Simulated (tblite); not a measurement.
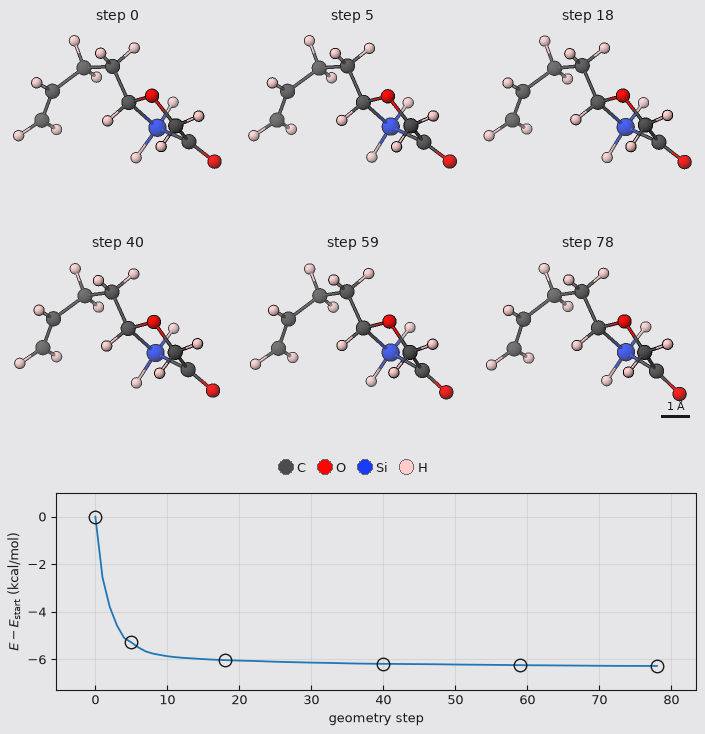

Frames of a relaxation of C₇H₁₂O₂Si, marked on the history of the run. A ball-and-stick model, seen at a tilt.

These are results of GFN2-xTB geometry optimisation, gas phase in tblite, not measurements. 

Question: What happens along the run?

Answer: Over 78 geometry steps the energy falls by 6.27 kcal/mol. The largest move after the best rigid fit is that of an O atom, 0.29 Å. Largest moves by element: O 0.29 Å, H 0.21 Å, C 0.13 Å, Si 0.13 Å. Among the contacts that change: C–Si 1.879 → 1.928 Å, H–Si 1.498 → 1.458 Å, C–O 1.437 → 1.399 Å, C–H 1.119 → 1.093 Å. Bond angles that change, for instance: O–C–Si 121.8° → 130.0°, C–C–C 116.9° → 111.7°, C–C–O 129.1° → 124.0°. From step 0 to 5: O and Si atoms move most (0.08 Å), energy −5.28 kcal/mol. From step 5 to 18: an H atom moves most (0.07 Å), energy −0.74 kcal/mol. From step 18 to 40: an O atom moves most (0.08 Å), energy −0.16 kcal/mol. From step 40 to 59: O and H atoms move most (0.09 Å), energy −0.06 kcal/mol. From step 59 to 78: an O atom moves most (0.09 Å), energy −0.03 kcal/mol.

```
step  E − E(0), kcal/mol
   0                0.00
   1               -2.56
   2               -3.79
   3               -4.57
   4               -5.09
   5               -5.28
   6               -5.50
   7               -5.66
   8               -5.75
   9               -5.81
  10               -5.86
  14               -5.97
  17               -6.02
  21               -6.06
  24               -6.08
  28               -6.12
  31               -6.14
  35               -6.16
  39               -6.18
  42               -6.19
  46               -6.20
  49               -6.21
  53               -6.22
  57               -6.23
  60               -6.24
  64               -6.25
  67               -6.26
  71               -6.27
  74               -6.27
  78               -6.27
```
